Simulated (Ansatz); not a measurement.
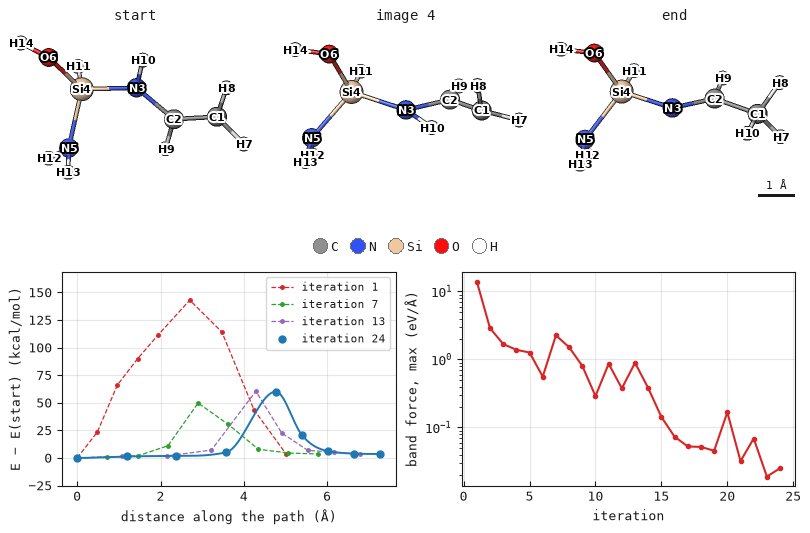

A nudged-elastic-band calculation for C₂H₈N₂OSi. Images are numbered from 0 (start) to 8 (end). The plot follows the band through its iterations. The picture is a ball-and-stick view, seen at a tilt.

Level of theory: RKS PBE-D4/def2-SVP (Ansatz). Set-up: 7 movable images; climbing image; force threshold 0.03 eV/Å; iteration limit 60; starting path through a guess of the saddle point.

How did the profile develop, and is the result final?

Answer. The result is final at these settings. The band converged in 24 iterations. The largest component of the band force went from 14 to 0.025 eV/Å. The climbing image converged on the top of the path. Its vibrational analysis gives one imaginary mode (1919i cm⁻¹), as a transition state must have. The first iteration put the highest image at 143.0 kcal/mol. The energy climbs by 60.1 kcal/mol to image 4 and then falls by 56.5 kcal/mol, so the end point sits at +3.6 kcal/mol.

Cost: 7.5 min on 2 threads of Arm Neoverse V1, on a shared host, peak memory 0.17 GiB.
